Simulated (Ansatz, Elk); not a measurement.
**Bonding as seen by X-rays: Mg4Mn2SiHg**

The structure of Mg4Mn2SiHg used here is made up (a known structure type with other elements) and was relaxed beforehand with PBEsol. The aim is the Fourier transform of its all-electron density, F(hkl), set beside the sum over free spherical atoms that refinements use.

Calculated with Elk 11.2.3 (patched build); DFT, PBE, all-electron APW+lo, Dirac cores, scalar-relativistic bands, static density, ferromagnetic start.

The structure was built from a prototype and need not be the compound's stable phase.

## 1. The structure

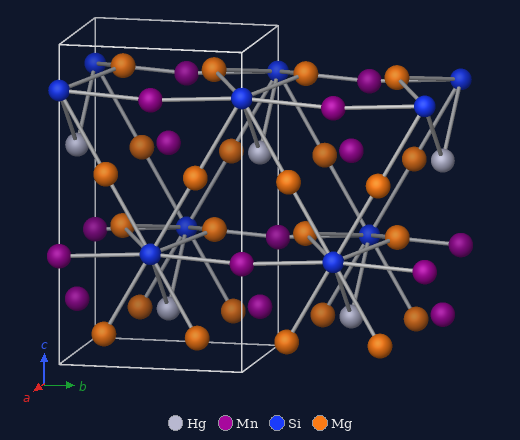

The starting structure, seen slightly off an axis (mercury light grey, manganese purple, silicon blue, magnesium orange). 1×2×1 cells are drawn. This picture shows the conventional cell, with its axes. Some periodic images of atoms are drawn too.

As a file:

```cif
data_structure
_symmetry_space_group_name_H-M 'Amm2'
_symmetry_Int_Tables_number 38
_cell_length_a 4.7849
_cell_length_b 5.8439
_cell_length_c 10.1027
_cell_angle_alpha 90.000
_cell_angle_beta 90.000
_cell_angle_gamma 90.000
_cell_volume 282.49
loop_
_atom_site_label
_atom_site_type_symbol
_atom_site_symmetry_multiplicity
_atom_site_Wyckoff_symbol
_atom_site_fract_x
_atom_site_fract_y
_atom_site_fract_z
_atom_site_occupancy
Hg1 Hg 2 b 0.50000 0.50000 0.14497 1
Mn1 Mn 2 b 0.50000 0.50000 0.66330 1
Mn2 Mn 2 a 0.00000 0.50000 0.83853 1
Si1 Si 2 a 0.00000 0.50000 0.35672 1
Mg1 Mg 4 e 0.50000 0.25110 0.89834 1
Mg2 Mg 4 d 0.00000 0.24492 0.10120 1
```

## 2. Ground state and structure factors

An all-electron density is needed, since X-rays see the cores too. Task 0 finds the density and task 195 Fourier-transforms it; tshift is off so that phases refer to the origin typed.

Contents of elk.in:

```
tasks
  0
  195
  196

xctype
  20

spinpol
  .true.

rgkmax
  7.0

gmaxvr
  14.0

lmaxo
  7

lmaxapw
  8

swidth
  0.002

tshift
  .false.

ramdisk
  .false.

hmaxvr
  5.5

maxscl
  120

epspot
  1e-06

reducebf
  0.8

sppath
  './'

avec
  9.04207952087 0.00000000000 0.00000000000
  0.00000000000 5.52170206034 9.54563701173
  -0.00000000000 -5.52170206034 9.54563701173

atoms
  4
  'Hg.in'
  1
  0.5000000000 0.6449721807 0.6449721807   0.000000 0.000000 0.000000
  'Mn.in'
  2
  0.5000000000 0.1632961674 0.1632961674   0.000000 0.000000 -0.175000
  -0.0000000000 0.3385252303 0.3385252303   0.000000 0.000000 -0.175000
  'Si.in'
  1
  -0.0000000000 0.8567206933 0.8567206933   0.000000 0.000000 0.000000
  'Mg.in'
  4
  0.5000000000 0.1494410613 0.6472367744   0.000000 0.000000 0.000000
  0.5000000000 0.6472367744 0.1494410613   0.000000 0.000000 0.000000
  0.0000000000 0.3461208766 0.8562870160   0.000000 0.000000 0.000000
  0.0000000000 0.8562870160 0.3461208766   0.000000 0.000000 0.000000

ngridk
  4 4 4
```

Command:

```sh
$ OMP_NUM_THREADS=4 elk
```

Numbers of over 12 decimals in the logs are rounded to 6 here.

What it wrote:

```text
┌─────────────────────────┐
│ Elk code version 11.2.3 │
└─────────────────────────┘

All units are atomic (Hartree, Bohr, etc.)

┌─────────────────────────────────────────────────┐
│ Ground-state run starting from atomic densities │
└─────────────────────────────────────────────────┘

Lattice vectors :
   9.042079521       0.000000000       0.000000000
   0.000000000       5.521702060       9.545637012
  -0.000000000      -5.521702060       9.545637012

Reciprocal lattice vectors :
  0.6948827748      -0.000000000       0.000000000
  -0.000000000      0.5689536703      0.3291129392
   0.000000000     -0.5689536703      0.3291129392

Unit cell volume      :    953.1828125
Brillouin zone volume :   0.2602336196

Muffin-tin inner radius fraction :   0.1000000000E-01

Nuclei treated as point charges

Species : 1 (Hg)
 parameters loaded from : Hg.in
 name : mercury
 nuclear charge    :   -80.00000000
 electronic charge :    80.00000000
 atomic mass :    365653.2015
 muffin-tin radius :    2.800000000
 number of radial points in muffin-tin :   1393
 inner part over the whole radius :   0.9911313582E-02
 number on inner part of muffin-tin    :   1000
 approximate nuclear radius :   0.1038385165E-03
 number of mesh points to nuclear radius :    524
 atomic positions (lattice), magnetic fields (Cartesian) :
  1 :   0.50000000  0.64497218  0.64497218    0.00000000  0.00000000  0.00000000

Species : 2 (Mn)
 parameters loaded from : Mn.in
 name : manganese
 nuclear charge    :   -25.00000000
 electronic charge :    25.00000000
 atomic mass :    100145.9370
 muffin-tin radius :    2.400000000
 number of radial points in muffin-tin :    993
 inner part over the whole radius :   0.9953723401E-02
 number on inner part of muffin-tin    :    700
 approximate nuclear radius :   0.7074591925E-04
 number of mesh points to nuclear radius :    330
 atomic positions (lattice), magnetic fields (Cartesian) :
  1 :   0.50000000  0.16329617  0.16329617    0.00000000  0.00000000 -0.17500000
  2 :   0.00000000  0.33852523  0.33852523    0.00000000  0.00000000 -0.17500000

Species : 3 (Si)
 parameters loaded from : Si.in
 name : silicon
 nuclear charge    :   -14.00000000
 electronic charge :    14.00000000
 atomic mass :    51196.73458
 muffin-tin radius :    2.200000000
 number of radial points in muffin-tin :    793
 inner part over the whole radius :   0.9899632250E-02
 number on inner part of muffin-tin    :    553
 approximate nuclear radius :   0.5963282101E-04
 number of mesh points to nuclear radius :    246
 atomic positions (lattice), magnetic fields (Cartesian) :
  1 :   0.00000000  0.85672069  0.85672069    0.00000000  0.00000000  0.00000000

Species : 4 (Mg)
 parameters loaded from : Mg.in
 name : magnesium
 nuclear charge    :   -12.00000000
 electronic charge :    12.00000000
 atomic mass :    44305.30466
 muffin-tin radius :    2.200000000
 number of radial points in muffin-tin :    793
 inner part over the whole radius :   0.9941530515E-02
 number on inner part of muffin-tin    :    552
 approximate nuclear radius :   0.5710277704E-04
 number of mesh points to nuclear radius :    241
 atomic positions (lattice), magnetic fields (Cartesian) :
  1 :   0.50000000  0.14944106  0.64723677    0.00000000  0.00000000  0.00000000
  2 :   0.50000000  0.64723677  0.14944106    0.00000000  0.00000000  0.00000000
  3 :   0.00000000  0.34612088  0.85628702    0.00000000  0.00000000  0.00000000
  4 :   0.00000000  0.85628702  0.34612088    0.00000000  0.00000000  0.00000000

Total number of atoms per unit cell :    8
Total muffin-tin volume :    430.7751847
 ratio of muffin-tin to unit cell volume :   0.4519334371

Spin treatment :
 spin-polarised
 global magnetic field (Cartesian) :    0.000000000       0.000000000       0.000000000
 collinear magnetisation in z-direction

Number of Bravais lattice symmetries :    8
Number of crystal symmetries         :    4
Crystal has no inversion symmetry
Complex Hermitian eigensolver will be used

[...]
Energies :
 Fermi                       :     0.220198
 sum of occupied eigenvalues :     -14046.525162734
 electron kinetic            :      26129.435325009
 core electron kinetic       :      25417.652744205
 Coulomb                     :     -48634.685939817
 Coulomb potential           :     -39438.993419177
 nuclear-nuclear             :     -1845.7525048161
 electron-nuclear            :     -54174.931180065
 Hartree                     :      7385.9977450641
 Madelung                    :     -28915.189230228
 xc potential                :     -736.50078527443
 xc effective B-field        :    -0.466257
 external B-field            :      0.000000
 exchange                    :     -555.66925491667
 correlation                 :     -9.548230
 electron entropic           :    -0.17129413725755E-02
 total energy                :     -23070.469812606
 (external B-field energy excluded from total)

Density of states at Fermi energy :    130.9779900
 (states/Hartree/unit cell)

Estimated indirect band gap :   0.1113045191E-02
 from k-point 13 to k-point 24
Estimated direct band gap   :   0.3743345482E-02
 at k-point 7

Charges :
 core                        :    100.0000000
 valence                     :    92.00000000
 interstitial                :    11.16595606
 muffin-tins (core leakage)
  species : 1 (Hg)
[...]
species : 2 (Mn)
[...]
species : 3 (Si)
[...]
species : 4 (Mg)
[...]
total in muffin-tins        :    180.8340439
 total calculated charge     :    191.9984678
 total charge                :    192.0000000
 error                       :   0.1532170395E-02

Moments :
 interstitial                :   0.2940229193
 muffin-tins
  species : 1 (Hg)
[...]
species : 2 (Mn)
[...]
species : 3 (Si)
[...]
species : 4 (Mg)
[...]
total in muffin-tins        :    7.000934109
 total moment                :    7.294957029

RMS change in Kohn-Sham potential (target) :   0.9023685228E-06 (  0.1000000000E-05)
Absolute change in total energy (target)   :   0.1910924766E-05 (  0.1000000000E-03)

Convergence targets achieved

┌──────────────────┐
│ Loop number : 26 │
└──────────────────┘

Energies :
 Fermi                       :     0.220198
 sum of occupied eigenvalues :     -14046.525163232
 electron kinetic            :      26129.435330196
 core electron kinetic       :      25417.652751117
 Coulomb                     :     -48634.685943482
 Coulomb potential           :     -39438.993423463
 nuclear-nuclear             :     -1845.7525048161
 electron-nuclear            :     -54174.931185072
 Hartree                     :      7385.9977464060
 Madelung                    :     -28915.189231751
 xc potential                :     -736.50079896961
 xc effective B-field        :    -0.466253
 external B-field            :      0.000000
 exchange                    :     -555.66925387152
 correlation                 :     -9.548230
 electron entropic           :    -0.17129884075684E-02
 total energy                :     -23070.469810330
 (external B-field energy excluded from total)

Density of states at Fermi energy :    130.9817305
 (states/Hartree/unit cell)

Estimated indirect band gap :   0.1112850925E-02
 from k-point 13 to k-point 24
Estimated direct band gap   :   0.3743547350E-02
 at k-point 7

Charges :
 core                        :    100.0000000
 valence                     :    92.00000000
 interstitial                :    11.16595426
 muffin-tins (core leakage)
  species : 1 (Hg)
[...]
species : 2 (Mn)
[...]
species : 3 (Si)
[...]
species : 4 (Mg)
[...]
atom 2                    :    10.54792257     ( -0.9828258740E-07)
   atom 3                    :    10.54972368     ( -0.9828258785E-07)
   atom 4                    :    10.54972368     ( -0.9828258785E-07)
 total in muffin-tins        :    180.8340457
 total calculated charge     :    191.9984678
 total charge                :    192.0000000
 error                       :   0.1532169633E-02

Moments :
 interstitial                :   0.2940292636
 muffin-tins
  species : 1 (Hg)
[...]
species : 2 (Mn)
[...]
species : 3 (Si)
[...]
species : 4 (Mg)
[...]
atom 2                    :  -0.2641694950E-01
   atom 3                    :  -0.2419634624E-01
   atom 4                    :  -0.2419634624E-01
 total in muffin-tins        :    7.000912126
 total moment                :    7.294941389

┌──────────────────────────────┐
│ Self-consistent loop stopped │
└──────────────────────────────┘

Warning : core states of species 3 leak from the muffin-tin :   0.1312612090E-02

Wrote STATE.OUT
```

Elapsed: 15 min, on 4 threads of Arm Neoverse V2, shared host; peak memory 0.72 GiB.

SFACRHO.OUT:

```text

h k l indices transformed by vhmat matrix:
   1.000000000       0.000000000       0.000000000    
   0.000000000       1.000000000       0.000000000    
   0.000000000       0.000000000       1.000000000    

      h      k      l  multipl.   |H|            Re(F)            Im(F)           |F|

      0      0      0      1   0.0000000       192.00000      0.86373877E-16   192.00000    
      0      1      0      2  0.65728503      -38.737757      -30.144797       49.084851    
      0      0     -1      2  0.65728503      -38.737757       30.144797       49.084851    
      0      1      1      1  0.65822588      -30.140148       61.370578       68.372337    
      0     -1     -1      1  0.65822588      -30.140148      -61.370578       68.372337    
      1      0      0      2  0.69488277      -63.460127      0.13899156E-13   63.460127    
      1      0      1      4  0.95649656       29.938733       48.829157       57.276647    
     -1     -1      0      4  0.95649656       29.938733      -48.829157       57.276647    
     -1      1      1      2  0.95714334       16.046247      -81.915528       83.472365    
     -1     -1     -1      2  0.95714334       16.046247       81.915528       83.472365    
      0     -1      1      2   1.1379073       84.374434     -0.74407887E-14   84.374434    
      0     -1     -2      2   1.1395377       54.961127       28.577128       61.946572    
      0      1      2      2   1.1395377       54.961127      -28.577128       61.946572    
      0     -2      0      2   1.3145701      -46.544952      -56.353569       73.090063    
      0      0      2      2   1.3145701      -46.544952       56.353569       73.090063    
      0     -2     -2      1   1.3164518      -119.74309       28.820568       123.16262    
      0      2      2      1   1.3164518      -119.74309      -28.820568       123.16262    
      1     -1      1      4   1.3333024      -58.165145      0.56839358E-14   58.165145
```

Elk indexes on the primitive cell of elk.in and gives |H| = 4π sin θ/λ in inverse bohr. Below, one row stands for each form hkl of the conventional cell (m members, Friedel mates merged), F is for one primitive cell and the density is static (no thermal factor). Free-atom factors are Waasmaier and Kirfel's, and R is Σm||F|−|F'||/Σm|F|.

```csv
hkl,m,sin θ/λ (Å⁻¹),"abs F, DFT",neutral atoms,diff.,abs of complex diff.
011,4,0.099,49.085,49.494,-0.409,0.474
002,2,0.099,68.372,68.512,-0.140,0.332
100,2,0.104,63.460,63.733,-0.273,0.273
111,8,0.144,57.277,57.489,-0.212,0.218
102,4,0.144,83.472,83.277,+0.196,0.217
020,2,0.171,84.374,84.142,+0.232,0.232
013,4,0.171,61.947,62.060,-0.114,0.195
022,4,0.198,73.090,73.289,-0.198,0.198
004,2,0.198,123.163,123.535,-0.373,0.375
120,4,0.201,58.165,58.309,-0.144,0.144
113,8,0.201,41.203,41.188,+0.015,0.075
200,2,0.209,148.055,148.702,-0.647,0.647
122,8,0.224,137.808,138.513,-0.704,0.705
104,4,0.224,96.929,97.383,-0.454,0.480
211,8,0.231,44.158,44.219,-0.060,0.066
202,4,0.231,59.662,59.775,-0.113,0.114
031,4,0.261,44.733,44.874,-0.141,0.198
024,4,0.262,62.807,63.005,-0.199,0.204
015,4,0.262,40.153,40.286,-0.132,0.133
220,4,0.270,72.963,73.239,-0.276,0.276
213,8,0.270,55.281,55.420,-0.139,0.152
131,8,0.281,47.878,47.948,-0.069,0.101
```

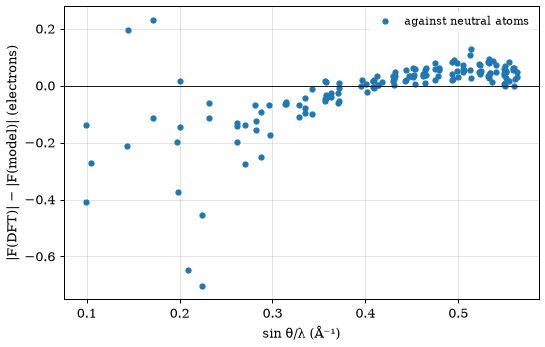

Difference between the calculated structure factors and the independent-atom ones.

## 3. The magnetisation density

The same run holds the spin density, and task 196 transforms it. The order is that of the start, and no other was tried.

SFACMAG_1.OUT:

```text

h k l indices transformed by vhmat matrix:
   1.000000000       0.000000000       0.000000000    
   0.000000000       1.000000000       0.000000000    
   0.000000000       0.000000000       1.000000000    

      h      k      l  multipl.   |H|            Re(F)            Im(F)           |F|

      0      0      0      1   0.0000000       7.2949417      0.12637754E-16   7.2949417    
      0      1      0      2  0.65728503     -0.16946286E-01   5.5098481       5.5098741    
      0      0     -1      2  0.65728503     -0.16946286E-01  -5.5098481       5.5098741    
      0      1      1      1  0.65822588      -2.8484543     -0.44231731E-01   2.8487977    
      0     -1     -1      1  0.65822588      -2.8484543      0.44231731E-01   2.8487977    
      1      0      0      2  0.69488277      0.61921303E-01  0.30173672E-15  0.61921303E-01
      1      0      1      4  0.95649656      -3.1413285     -0.20969491E-01   3.1413985    
     -1     -1      0      4  0.95649656      -3.1413285      0.20969491E-01   3.1413985    
     -1      1      1      2  0.95714334      0.50720949E-01  -5.3312746       5.3315159    
     -1     -1     -1      2  0.95714334      0.50720949E-01   5.3312746       5.3315159    
      0     -1      1      2   1.1379073       5.2944165      0.85178300E-16   5.2944165    
      0     -1     -2      2   1.1395377     -0.12788236E-01 -0.57633738      0.57647924    
      0      1      2      2   1.1395377     -0.12788236E-01  0.57633738      0.57647924    
      0     -2      0      2   1.3145701      -2.0196688      0.27834821E-01   2.0198606    
      0      0      2      2   1.3145701      -2.0196688     -0.27834821E-01   2.0198606    
      0     -2     -2      1   1.3164518      -2.8324448      0.63422186E-01   2.8331548
```

The total moment is 7.29 μB a cell; sphere moments: Hg1 -0.02, Mn2 +3.54, Mn3 +3.56, Si4 +0.02, Mg5 -0.03, Mg6 -0.03, Mg7 -0.02, Mg8 -0.02 μB. Polarised neutrons measure spin and orbital magnetisation together; without spin-orbit coupling the run gives the spin part:

```csv
hkl,sin θ/λ (Å⁻¹),abs F_M (μB)
011,0.099,5.510
002,0.099,2.849
100,0.104,0.062
111,0.144,3.141
102,0.144,5.332
020,0.171,5.294
013,0.171,0.576
022,0.198,2.020
004,0.198,2.833
120,0.201,0.046
113,0.201,4.662
200,0.209,4.489
122,0.224,3.751
104,0.224,3.319
```

(Continued in part 2 of 2.)

[Logs are printed without paths, hosts, clocks, repeated set-up lines and the standing remarks that a program may print on its own settings, such as how far it seeks lower states.]

[Hosts, paths, dates, database ids (printed as entryN), source tags and the programs' standing remarks are cut or masked in the printed files.]
